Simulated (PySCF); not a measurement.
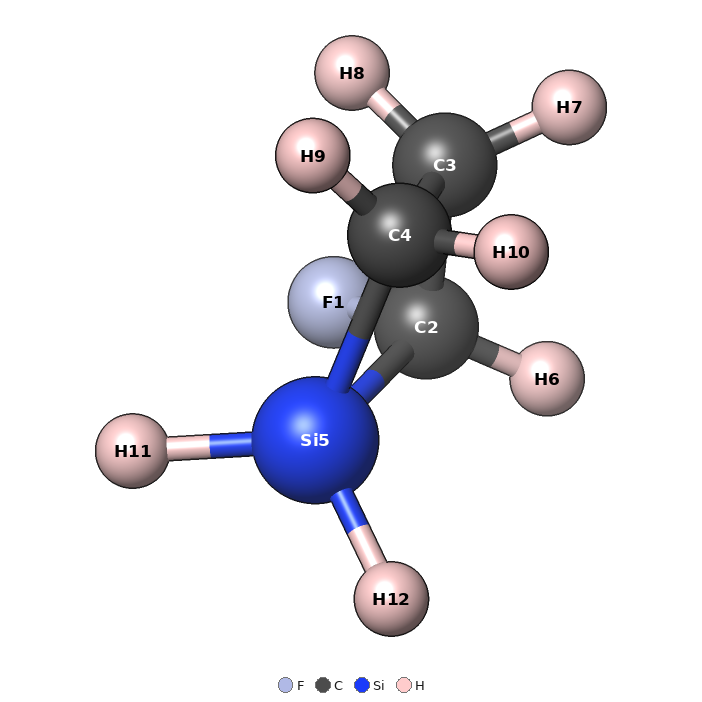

Computed geometry: GFN2-xTB optimisation. No frequency run is at hand to confirm it as a minimum. Level of theory: delta-SCF UKS SCAN, pcX-2 on the ionised atom, pcseg-1 elsewhere, spin-free X2C (PySCF 2.14.0).

Give the core-electron binding energies (to vacuum; p and d levels without spin–orbit splitting) of F1 1s, C2 1s, C3 1s, C4 1s, Si5 1s, Si5 2p.

```tsv
atom	level	binding energy (eV)
F1	1s	691.8
C2	1s	292.0
C3	1s	290.7
C4	1s	290.1
Si5	1s	1846.3
Si5	2p	106.8
```

The geometry is semi-empirical. Around Si such bond lengths and angles can be off by a tenth of an ångström or more and by several degrees, and values that hang on the shape move with them.
